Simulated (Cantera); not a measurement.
Feed: 1 mol SiO2, 5.9 mol CO, 6.1 mol N2, at 1325 °C.

Equilibrium computed with Cantera from the NASA thermochemical tables; the gas is ideal and each condensed phase is pure. Candidate condensed phases: C, Si, SiC, SiO2, Si2N2O, Si3N4; 34 gas species. Mutual solubility and eutectic melting of coexisting phases are not modelled. The tables hold silica as quartz up to 1696 K and as liquid above; real silica turns to tridymite and cristobalite and melts near 1996 K. The numbers say what is thermodynamically allowed, not how fast it happens.

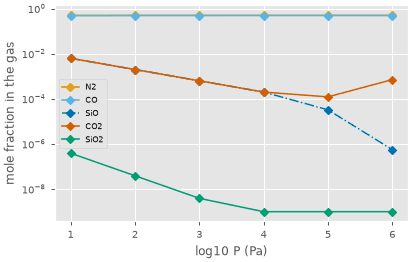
Equilibrium gas composition (values under 1e-9 drawn at 1e-9)

From 10.0 Pa to 10000 Pa the condensed part is SiO2(β-quartz). At 100000 Pa the condensed part is SiO2(β-quartz) + Si2N2O(s). At 1000000 Pa the condensed part is C(graphite) + SiO2(β-quartz). The main Si-bearing gas is SiO throughout.
